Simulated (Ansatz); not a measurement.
# InAs (F-43m) under uniaxial strain along [001]

Aim: how do the optical modes of InAs (F-43m) shift and split under this strain?

Main program and level: Ansatz 0.2.0; DFT LDA, scalar-relativistic, plane waves, PAW; PAW set soft_1.

The database entry behind the starting cell differs from later determinations by our own check (about 0.4 % short), so it need not match the best structure at ambient conditions.

## Step 1: The starting structure

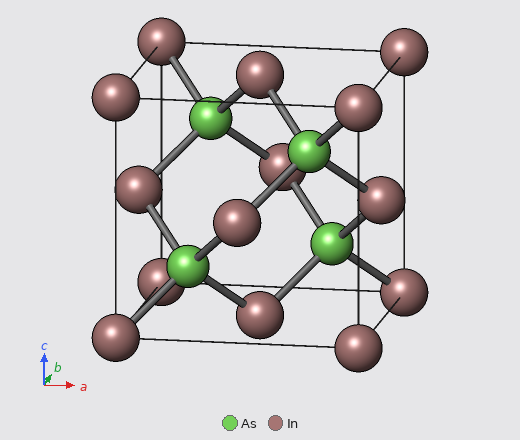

The starting structure, seen slightly off an axis (arsenic green, indium brown). This picture shows the conventional cell, with its axes. Bonds to atoms that aren't drawn are left out. Some periodic images of atoms are drawn too.

## Step 2: Bringing the structure to rest

Harmonic phonons are second derivatives at a point where the forces vanish, and they are wanted at zero stress, so atoms and cell are relaxed first.

File input.yaml:

```yaml
crystal:
  lattice:
    - [0.0, 3.018, 3.018]
    - [3.018, 0.0, 3.018]
    - [3.018, 3.018, 0.0]
  atoms:
    - { symbol: As, position: [0.75, 0.75, 0.75] }
    - { symbol: In, position: [0.0, 0.0, 0.0] }
kpoints:
  mp_grid: { grid: [12, 12, 12] }
hamiltonian:
  xc: lda
  pseudopotentials: { kind: paw, azcp: { folder: soft_1 }, xc_functional: pbe }
scf:
  occupations: { method: gaussian, width: 0.1 }
output:
  forces: true
  stress: true
  eigenvalues: true
relax:
  adjacent_minimum: "off"
  f_tol: 0.005
  max_steps: 80
  cell: { stress_tol: 0.05 }
```

Run with:

```bash
ansatz run input.yaml --threads 4 --pin off --max-ram 10240MiB --backend cpu --events-out ev --progress --plain --runs-dir out
```

Numbers of over 12 decimals in the logs are rounded to 6 here.

Output:

```text
Engine: ansatz 0.2.0, aarch64-unknown-linux-gnu
Pseudopotentials: kind: paw
Pseudopotential: As, paw, valence charge 15, recommended cutoff 420 eV (normal), soft_1/As.paw.azcp
Pseudopotential: In, paw, valence charge 13, recommended cutoff 420 eV (normal), soft_1/In.paw.azcp
Functional definition: SPW92
  exchange = slater_x
  correlation = pw_c
Crystal: 2 atoms, lattice volume = 54.978 Å³
Basis set: ecut = 420 eV, 1067 PW (Γ)
Bands: 18, of which v1, the nominal top of the filled ones, is band 14 counted from 1 (13 counted from 0)
Symmetry: 24 space group operations
Space group: F-43m (ITA 216), of the structure as read, at distance tolerance 3.8e-5 Å
k-points: 72 of 1728 (time reversal used)
Non-local potential: As, projectors of the file, l = 0: 2, l = 1: 2, l = 2: 3, l = 3: 1
Non-local potential: In, projectors of the file, l = 0: 2, l = 1: 2, l = 2: 2, l = 3: 1
PAW form: soft (Blöchl's): semilocal exchange-correlation on the pseudo side does not see the compensation charge
PAW frozen core: As, regenerated for the run's functional, and the local potential with it (the file was generated under x = pbe(κ = 0.804, μ = 0.219515), c = pbe(β = 0.066725))
PAW frozen core: In, regenerated for the run's functional, and the local potential with it (the file was generated under x = pbe(κ = 0.804, μ = 0.219515), c = pbe(β = 0.066725))
PAW one-centre angular grid: As, 590 points (default); XC on 64 Gauss nodes
PAW one-centre angular grid: In, 590 points (default); XC on 64 Gauss nodes
Initial density: superposition of atomic densities (chi_scale 0.1, normalization cell, long waves kept (reshape's long-wave potential 0.00 eV rms))
Initial wavefunctions: pseudopotential atomic-orbital guess
Functional: x = slater, c = lda
SCF iter   1: F=—  HF=-10231.428510 eV  |F-HF|=—  |Δ(HF+E_count)|=         —  Δρ=2.79e-2  dr2=3.80e-1  ethr=3.10e-3  ⟨swp⟩=6.0  Hψ=6483  notcnv=0
preconditioner: auto → none  [insulator: Δε(μ)=0.799 eV  Ē_g=14.686 eV  σ=0.100 eV  W_gap=0.80  n_scr=14 (ndim 8)  ℏωp=21.2 eV  f_vac=0.007  D(μ)=0.03/eV (n_scr^D=0)  ε∞_Penn≈3.1]
SCF iter   2: F=—  HF=-10231.320164 eV  |F-HF|=—  |Δ(HF+E_count)|=   1.08e-1  Δρ=1.24e-2  dr2=6.29e-2  ethr=1.36e-3  ⟨swp⟩=2.0  Hψ=2159  notcnv=0
SCF iter   3: F=—  HF=-10231.305442 eV  |F-HF|=—  |Δ(HF+E_count)|=   1.47e-2  Δρ=2.51e-3  dr2=7.75e-3  ethr=2.25e-4  ⟨swp⟩=2.6  Hψ=2371  notcnv=0
SCF iter   4: F=—  HF=-10231.302143 eV  |F-HF|=—  |Δ(HF+E_count)|=   3.30e-3  Δρ=6.61e-4  dr2=1.15e-4  ethr=2.77e-5  ⟨swp⟩=2.0  Hψ=2305  notcnv=0
SCF iter   5: F=—  HF=-10231.302167 eV  |F-HF|=—  |Δ(HF+E_count)|=   2.41e-5  Δρ=1.75e-4  dr2=5.70e-6  ethr=4.10e-7  ⟨swp⟩=3.0  Hψ=2305  notcnv=0
SCF iter   6: F=—  HF=-10231.302173 eV  |F-HF|=—  |Δ(HF+E_count)|=   6.16e-6  Δρ=1.24e-5  dr2=3.42e-8  ethr=3.57e-10  ⟨swp⟩=4.7  Hψ=6964  notcnv=0
SCF iter   7: F=-10231.302173 eV  HF=-10231.302173 eV  |F-HF|=1.56e-8  |Δ(HF+E_count)|=   1.80e-8  Δρ=4.61e-6  dr2=1.05e-8  ethr=1.22e-10  ⟨swp⟩=4.1  Hψ=4662  notcnv=0
SCF 1 converged in 7 iterations: F = -10231.302173 eV  dr2 = 1.05e-8
  greatest PAW one-centre occupation: 0.999 electrons in one spin orbital (limit 2), on the As atom at site 0 (counted from 0), in its partial waves of l = 2
relax step   1: F+E_penalty+E_count = -10231.30217341 eV  Δ(F+E_penalty+E_count) = +0.000e0 eV  max|allowed force component| = 1.064e-16 eV/Å  Δτ_max = 0.0000 Å  P = -0.302 GPa  Ω = 54.978 Å³  (7 SCF iters, dr2 threshold 1.00e-7 eV, accepted)
Crystal: 2 atoms, lattice volume = 54.604 Å³
Initial density: handed on by an earlier stage of this run
Initial wavefunctions: those handed on with the density
iter 1 solved again at ethr=2.23e-7 eV; its pass at ethr=3.10e-3 eV (dr2=6.26e-5 eV) is discarded
SCF iter   1: F=—  HF=-10231.302474 eV  |F-HF|=—  |Δ(HF+E_count)|=         —  Δρ=2.57e-4  dr2=5.31e-5  ethr=2.23e-7  ⟨swp⟩=2.0  Hψ=7413  notcnv=0
preconditioner: auto → none  [insulator: Δε(μ)=0.728 eV  Ē_g=14.678 eV  σ=0.100 eV  W_gap=0.79  n_scr=14 (ndim 8)  ℏωp=21.3 eV  f_vac=0.084  D(μ)=0.03/eV (n_scr^D=0)  ε∞_Penn≈3.1]
SCF iter   2: F=—  HF=-10231.302460 eV  |F-HF|=—  |Δ(HF+E_count)|=   1.37e-5  Δρ=1.08e-4  dr2=5.90e-6  ethr=1.90e-7  ⟨swp⟩=2.0  Hψ=1558  notcnv=0
SCF iter   3: F=—  HF=-10231.302459 eV  |F-HF|=—  |Δ(HF+E_count)|=   9.72e-7  Δρ=3.80e-5  dr2=8.66e-7  ethr=2.11e-8  ⟨swp⟩=2.0  Hψ=2304  notcnv=0
SCF iter   4: F=-10231.302459 eV  HF=-10231.302459 eV  |F-HF|=4.45e-9  |Δ(HF+E_count)|=   1.27e-7  Δρ=8.15e-6  dr2=1.82e-8  ethr=7.14e-10  ⟨swp⟩=6.1  Hψ=6011  notcnv=0
SCF 2 converged in 4 iterations: F = -10231.302459 eV  dr2 = 1.82e-8
relax step   2: F+E_penalty+E_count = -10231.30245919 eV  Δ(F+E_penalty+E_count) = -2.858e-4 eV  max|allowed force component| = 3.740e-17 eV/Å  Δτ_max = 0.0000 Å  P = +0.106 GPa  Ω = 54.604 Å³  energy of the carried Pulay correction = +5.320e-5 eV  (4 SCF iters, dr2 threshold 2.00e-7 eV, accepted)
Crystal: 2 atoms, lattice volume = 54.700 Å³
iter 1 solved again at ethr=1.44e-8 eV; its pass at ethr=3.10e-3 eV (dr2=4.04e-6 eV) is discarded
SCF iter   1: F=—  HF=-10231.302478 eV  |F-HF|=—  |Δ(HF+E_count)|=         —  Δρ=6.51e-5  dr2=3.55e-6  ethr=1.44e-8  ⟨swp⟩=2.0  Hψ=7317  notcnv=0
preconditioner: auto → none  [insulator: Δε(μ)=0.722 eV  Ē_g=14.671 eV  σ=0.100 eV  W_gap=0.79  n_scr=14 (ndim 8)  ℏωp=21.3 eV  f_vac=0.086  D(μ)=0.03/eV (n_scr^D=0)  ε∞_Penn≈3.1]
SCF iter   2: F=—  HF=-10231.302477 eV  |F-HF|=—  |Δ(HF+E_count)|=   1.01e-6  Δρ=2.62e-5  dr2=3.68e-7  ethr=1.27e-8  ⟨swp⟩=2.0  Hψ=1562  notcnv=0
SCF iter   3: F=—  HF=-10231.302477 eV  |F-HF|=—  |Δ(HF+E_count)|=   8.69e-8  Δρ=9.71e-6  dr2=5.42e-8  ethr=1.31e-9  ⟨swp⟩=2.0  Hψ=2300  notcnv=0
SCF iter   4: F=-10231.302477 eV  HF=-10231.302477 eV  |F-HF|=1.16e-10  |Δ(HF+E_count)|=   1.03e-8  Δρ=1.82e-6  dr2=9.60e-10  ethr=9.99e-11  ⟨swp⟩=4.0  Hψ=4325  notcnv=0
SCF 3 converged in 4 iterations: F = -10231.302477 eV  dr2 = 9.60e-10
relax step   3: F+E_penalty+E_count = -10231.30247685 eV  Δ(F+E_penalty+E_count) = -1.766e-5 eV  max|allowed force component| = 4.174e-17 eV/Å  Δτ_max = 0.0000 Å  P = -0.001 GPa  Ω = 54.700 Å³  energy of the carried Pulay correction = +3.944e-5 eV  (4 SCF iters, dr2 threshold 2.80e-8 eV, accepted)
Initial wavefunctions: pseudopotential atomic-orbital guess (no wavefunctions were taken with the density)
iter 1 solved again at ethr=6.82e-8 eV; its pass at ethr=3.10e-3 eV (dr2=1.91e-5 eV) is discarded
SCF iter   1: F=—  HF=-10231.302437 eV  |F-HF|=—  |Δ(HF+E_count)|=         —  Δρ=5.01e-6  dr2=2.59e-9  ethr=6.82e-8  ⟨swp⟩=3.0  Hψ=10007  notcnv=0
eigensolver tolerance schedule: the retry pair's looser diagonalisation over-reported the residual by 7382.40 of it (diagonalisation noise at 0.19 of the residual, at the tolerance the schedule requests for it); recorded, not acted on — ethr = c·dr2/N_el stays at c = 1.0e-1
SCF iter   2: F=—  HF=-10231.302436 eV  |F-HF|=—  |Δ(HF+E_count)|=   1.54e-6  Δρ=2.61e-6  dr2=9.41e-10  ethr=9.24e-12  ⟨swp⟩=3.0  Hψ=2690  notcnv=0
SCF iter   3: F=—  HF=-10231.302436 eV  |F-HF|=—  |Δ(HF+E_count)|=  5.95e-10  Δρ=5.77e-7  dr2=1.45e-10  ethr=3.36e-12  ⟨swp⟩=2.8  Hψ=1890  notcnv=0
SCF iter   4: F=-10231.302436 eV  HF=-10231.302436 eV  |F-HF|=5.46e-12  |Δ(HF+E_count)|=  3.64e-11  Δρ=1.54e-7  dr2=7.56e-12  ethr=1.00e-12  ⟨swp⟩=4.0  Hψ=6071  notcnv=0
SCF 4 converged in 4 iterations: F = -10231.302436 eV  dr2 = 7.56e-12
relax step   4: F+E_penalty+E_count = -10231.30243580 eV  Δ(F+E_penalty+E_count) = +4.105e-5 eV  max|allowed force component| = 4.366e-17 eV/Å  Δτ_max = 0.0000 Å  P = -0.002 GPa  Ω = 54.700 Å³  stress off target by 1.52e-3 GPa  SCF on the basis re-selected at this cell (its energy is not comparable with the rows above)  (4 SCF iters)
basis re-selected at this cell: Δ(F+E_penalty+E_count) = +4.105e-5 eV, ΔP = -0.000 GPa vs the last step (what re-selecting the basis moved, of the pressure what is left beyond the Pulay correction that the steps carried, after the strain that the cell walked since its last selection, with what the two solves' SCF thresholds leave and, on support functions, any second-order correction that the steps lacked; it is no m [...]
SCF converged after 4 iterations
Free energy (F): -10231.302436 eV
Harris-Foulkes:  -10231.302436 eV  (|F-HF|=5.46e-12)
Internal energy: -10231.302286 eV  (E = F + TS)
E sigma→0 (E₀):  -10231.302361 eV
Entropy (-TS):   -0.000149 eV (-0.075 meV/atom)
Fermi energy:    7.556940 eV
--- Per-component energies (eV) ---
  E_band       = -323.908762
  E_kinetic    = 318.612271
  E_local      = -3471.973655  (includes V_loc(G=0)·N_el)
  E_nonlocal   = -59.464318
  E_hartree    = 1725.487369
  E_xc         = -212.397231
  E_vxc        = -164.759371  (∫ρ·V_xc dr)
  E_paw        = -6001.858080  (= ΣΔE_a)
  E_vpaw       = -397.298493  (= ΣTr[D̂ρ^β])
  E_aug_tail   = 0.000082  (compensation charges beyond the density's cutoff)
  E_ewald      = -2532.068489
  E_core_change = 2.359764  (= ΣΔE_core)
  E_smearing   = -0.000149  (= −TS)
  E_closure    = 0.000000  (closes the sum)
  Σ components = -10231.302436   (vs F -10231.302436, Δ=0.00e0)
--- Forces (eV/Å), atoms counted from 1 ---
  atom   1  As     0.00000000     0.00000000    -0.00000000
  atom   2  In    -0.00000000     0.00000000     0.00000000
  max |Σ_I F_I| component: 7.92e-17 eV/Å
--- Stress (GPa, compression-positive) ---
       -0.001515       0.000000       0.000000
        0.000000      -0.001515       0.000000
        0.000000       0.000000      -0.001515
  P = ⅓ Tr σ = -0.0015 GPa (-0.015 kbar)
--- Band table (eV; the first three rows and the last of 72) ---
  k-point 0: bands = [... 10 lower, -4.5071, 7.1124, 7.4992, 7.4992, 7.4992, 11.3397, 11.3397, 11.3397]
  k-point 1: bands = [... 10 lower, -4.4324, 6.1301, 7.4048, 7.4048, 8.2213, 11.3622, 11.4776, 11.4776]
  k-point 2: bands = [... 10 lower, -4.2171, 4.8973, 7.1760, 7.1760, 8.6238, 11.7281, 11.7920, 11.7920]
  k-point 71: bands = [... 10 lower, -2.3912, 1.6729, 4.4770, 4.5506, 11.6601, 11.7171, 12.3976, 13.4863]
--- Relaxed structure (3 steps of the walk, 3 accepted, 1 SCFs on fresh bases) ---
  F+E_penalty+E_count = -10231.30243580 eV   max|allowed force component| = 4.366e-17 eV/Å   (the final SCF, on the basis selected at the relaxed cell)
  cell:  # Å, volume = 54.7002 Å³
    - [0, 3.012912, 3.012912]
    - [3.012912, 0, 3.012912]
    - [3.012912, 3.012912, 0]
  atoms:
    - { symbol: As, position: [0.750000, 0.750000, 0.750000] }
    - { symbol: In, position: [0, 0, 0] }
```

It took 7.9 s on 4 threads of Arm Neoverse V1, shared host; peak memory 0.42 GiB; 30 s of CPU time.

Relaxation path:

| step | energy less that of the first step (eV) | largest force component (eV/Å) | pressure (GPa) | volume (Å³) |
| --- | --- | --- | --- | --- |
| 1 | 0.0000 | 0.0000 | -0.30 | 54.98 |
| 2 | -0.0003 | 0.0000 | 0.11 | 54.60 |
| 3 | -0.0003 | 0.0000 | 0.00 | 54.70 |
| 4* | -0.0003 | 0.0000 | 0.00 | 54.70 |

Relaxation steps marked * repeat the geometry before them on a plane-wave basis chosen anew for their cell, so energy and pressure can jump there.

Forces are held to the 24 operations that the run works with; a distortion that breaks them can't arise in this run.

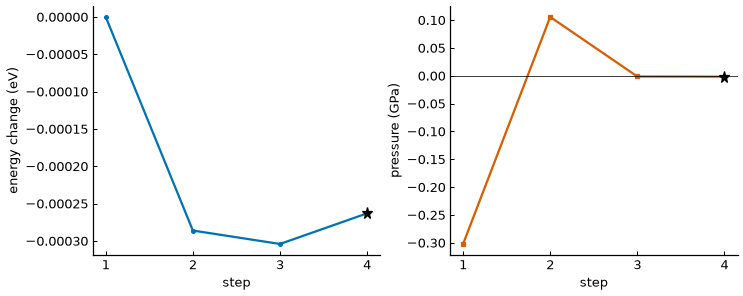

Energy and pressure along the relaxation. Stars mark steps on a basis chosen anew.

| conventional cell, symmetrised | before | after | change |
| --- | --- | --- | --- |
| a (Å) | 6.036 | 6.026 | -0.2 % |
| b (Å) | 6.036 | 6.026 | -0.2 % |
| c (Å) | 6.036 | 6.026 | -0.2 % |
| volume (Å³/atom) | 27.49 | 27.35 | -0.5 % |

Final coordinates:

```xyz
2
Lattice="0.0000 3.0129 3.0129 3.0129 0.0000 3.0129 3.0129 3.0129 0.0000" Properties=species:S:1:pos:R:3 pbc="T T T"
As    4.5194    4.5194    4.5194
In    0.0000    0.0000    0.0000
```

This step gave:

```
pressure          : -0.001515 GPa
volume per atom   : 27.35 Å³
gap on the k-mesh : 0 eV
```

In this step the volume went from 27.49 to 27.35 Å³/atom.

## Step 3: Tight relaxation

At this level the gap closes at Γ, and partly filled states there would soften the modes. So, after a tight relaxation on a Γ-centred mesh that is not shown, the volume is relaxed again on 12×12×12 points shifted off Γ, the mesh of all runs that follow.

input.yaml, the sections that differ from step 2:

```yaml
crystal:
  lattice:
    - [0.0, 3.0129116482, 3.0129116482]
    - [3.0129116482, 0.0, 3.0129116482]
    - [3.0129116482, 3.0129116482, 0.0]
  atoms:
    - { symbol: As, position: [0.75, 0.75, 0.75] }
    - { symbol: In, position: [0.0, 0.0, 0.0] }
kpoints:
  mp_grid: { grid: [12, 12, 12], shift: [0.5, 0.5, 0.5] }
scf:
  occupations: { method: gaussian, width: 0.015 }
relax:
  adjacent_minimum: "off"
  f_tol: 0.001
  max_steps: 60
  cell: { stress_tol: 0.01, fix: [shape] }
# hamiltonian, output: as in step 2
```

Output:

```text
[...]
k-point 181: bands = [... 10 lower, -2.9568, 1.6471, 5.9293, 6.4053, 8.8639, 11.9039, 12.3294, 14.4356]
--- Relaxed structure (2 steps of the walk, 2 accepted, 1 SCFs on fresh bases) ---
[...]
cell:  # Å, volume = 54.6936 Å³
    - [0, 3.012789, 3.012789]
    - [3.012789, 0, 3.012789]
    - [3.012789, 3.012789, 0]
  atoms:
    - { symbol: As, position: [0.749981, 0.749981, 0.749981] }
    - { symbol: In, position: [1.8644657889038985e-5, 1.8644657889038992e-5, 1.864465788903899e-5] }
[key lines of the parts left out:]
SCF converged after 7 iterations
Free energy (F): -10231.302744 eV
Fermi energy:    7.657223 eV
P = ⅓ Tr σ = 0.0018 GPa (0.018 kbar)
```

Run time: 15 s. Hardware: 4 threads; peak memory 0.51 GiB; 60 s of CPU time.

Little changed from the start: no atom moved by 0.005 Å and no cell edge by 0.1 %.

This step gave:

| Property | Result |
| --- | --- |
| pressure | 0.001818 GPa |
| gap on the k-mesh | 0.3625 eV |

The largest force component left is 0.48 meV/Å and the pressure is 0.002 GPa, within the tolerances set. The cell now holds 27.35 Å³/atom.

## Step 4: Zone-centre response at rest

The force constants come from the linear response of the density to a displacement.

The modes at rest are the reference of the series.

input.yaml, the sections that differ from step 3:

```yaml
crystal:
  lattice:
    - [0.0, 3.0127892376, 3.0127892376]
    - [3.0127892376, 0.0, 3.0127892376]
    - [3.0127892376, 3.0127892376, 0.0]
  atoms:
    - { symbol: As, position: [0.7499813553, 0.7499813553, 0.7499813553] }
    - { symbol: In, position: [1.86447e-05, 1.86447e-05, 1.86447e-05] }
output:
  eigenvalues: true
phonons:
  method: dfpt
# kpoints, hamiltonian, scf: as in step 3
# relax: removed
```

Output:

```text
[...]
Crystal: 2 atoms, lattice volume = 54.694 Å³
Basis set: ecut = 420 eV, 1067 PW (Γ), exchange–correlation on 60×60×60 points (8 copies of the dense FFT grid, shifted against one another)
Bands: 18, of which v1, the nominal top of the filled ones, is band 14 counted from 1 (13 counted from 0)
Symmetry: 6 space group operations
k-points: 468 of 1728 (irreducible under 2 space group operations, time reversal used)
[...]
SCF iter   1: F=—  HF=-10231.429647 eV  |F-HF|=—  |Δ(HF+E_count)|=         —  Δρ=2.80e-2  dr2=3.82e-1  ethr=3.10e-3  ⟨swp⟩=6.0  Hψ=42399  notcnv=0
[...]
SCF iter   9: F=-10231.302745 eV  HF=-10231.302745 eV  |F-HF|=0.00e0  |Δ(HF+E_count)|=  3.64e-12  Δρ=8.46e-8  dr2=1.72e-12  ethr=1.00e-12  ⟨swp⟩=5.9  Hψ=34837  notcnv=0
SCF 1 converged in 9 iterations: F = -10231.302745 eV  dr2 = 1.72e-12
[...]
DFPT response loops at Γ: preconditioner auto → none (the input reference at scf.mixing.eps_inf says where Resta's filter doesn't serve); β = 0.50; Broyden in place of MSR1
SCF converged after 9 iterations
Free energy (F): -10231.302745 eV
[...]
Internal energy: -10231.302745 eV  (E = F + TS)
E sigma→0 (E₀):  -10231.302745 eV
Fermi energy:    7.657222 eV
[...]
--- Band table (eV; the first three rows and the last of 468) ---
  k-point 0: bands = [... 10 lower, -4.4876, 6.7142, 7.4758, 7.4758, 7.8382, 11.3384, 11.3780, 11.3780]
  k-point 1: bands = [... 10 lower, -4.3888, 5.8445, 7.2038, 7.4263, 8.4497, 11.2916, 11.4666, 11.7394]
  k-point 2: bands = [... 10 lower, -4.1528, 4.6645, 6.8962, 7.2208, 8.7791, 11.6249, 11.7497, 12.1821]
  k-point 467: bands = [... 10 lower, -2.9898, 1.6229, 6.3291, 6.4545, 8.4848, 12.0461, 12.1951, 14.2851]
--- Phonons (Γ-DFPT): 2 representative perturbations + reference, on 468 of 1728 k-points (Σ response iterations 6) ---
  k mesh reduced under 2 symmetry operations, with k and −k counted as one. Each operation leaves every solved perturbation unchanged. A smaller set is not used because it would not reduce the number of displacements times k-points to solve
  ASR residual: 9.098e-5 → 0.000e0 eV/Å²; symmetrization residual: 2.103e-5 eV/Å²
  ASR residual per site (eV/Å²): 2.96e-5 9.10e-5
  Γ frequencies (cm⁻¹): 0.00 0.00 0.00 215.24 215.24 215.26
  non-analytic LO–TO correction: not included (Born effective charges unavailable; polar crystals: no LO–TO splitting at Γ)
```

Elapsed: 40 s, on 4 threads; peak memory 1.5 GiB; 2.5 min of CPU time.

Reading the cycles: dr2 is the Hartree energy of the density residual (eV), the measure of convergence; HF is the Harris–Foulkes estimate of the energy, which meets the free energy F at convergence.

This step gave:

| Item | Value |
| --- | --- |
| sum-rule residual before enforcement | 9.10e-5 eV/Å² |
| highest optical mode at the zone centre (no LO-TO term) | 215.3 cm⁻¹ |
| lowest optical zone-centre mode | 215.2 cm⁻¹ |

Patterns of degenerate modes are one choice out of their space. The modes at Γ (shares of kinetic energy by element, %):

| mode | frequency (cm⁻¹) | As % | In % |
| --- | --- | --- | --- |
| 1 | 0.0 | 39 | 61 |
| 2 | 0.0 | 39 | 61 |
| 3 | 0.0 | 39 | 61 |
| 4 | 215.2 | 61 | 39 |
| 5 | 215.2 | 61 | 39 |
| 6 | 215.3 | 61 | 39 |

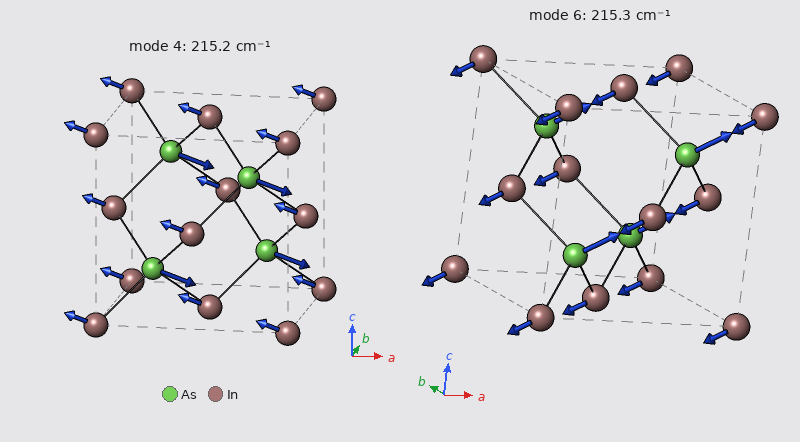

Displacement patterns of modes 4 and 6 at Γ; arrows are exaggerated. Bonds to atoms that aren't drawn are left out. Some periodic images of atoms are drawn too.

Before it was imposed, the acoustic sum rule was missed by 9.1e-5 eV/Å². Small misses are needed for a sound result but don't prove that mesh and cutoff are converged. The lowest optical mode is real, 215 cm⁻¹.

(Part 1 of 2 ends here.)

[Logs are printed without paths, hosts, clocks, repeated set-up lines and the standing remarks that a program may print on its own settings, such as how far it seeks lower states.]

[Hosts, paths, dates, database ids (printed as entryN), source tags and the programs' standing remarks are cut or masked in the printed files.]
